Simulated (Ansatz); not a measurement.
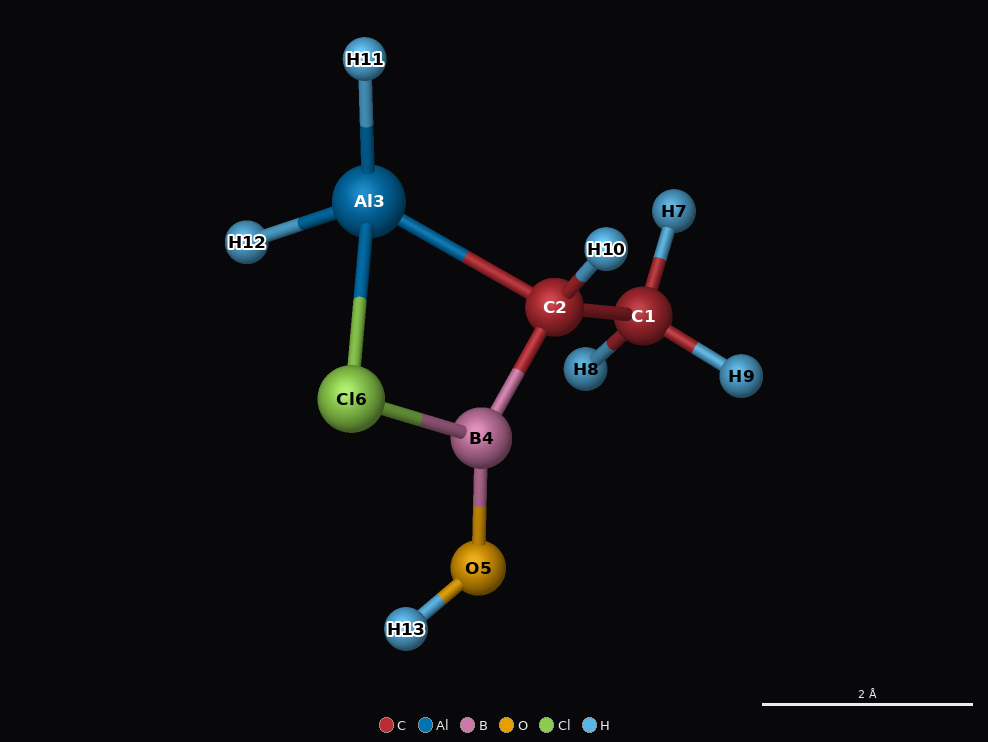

The atoms are numbered. The geometry was computed by an optimisation with PBE-D4/def2-SVP. No frequency run is at hand to confirm it as a minimum.

List the bonds and their lengths.

```csv
bond,length (Å)
C1–C2,1.529
C1–H7,1.110
C1–H8,1.109
C1–H9,1.111
C2–Al3,2.044
C2–B4,1.520
C2–H10,1.114
Al3–Cl6,2.603
Al3–H11,1.602
Al3–H12,1.602
B4–O5,1.353
B4–Cl6,1.890
O5–H13,0.975
```
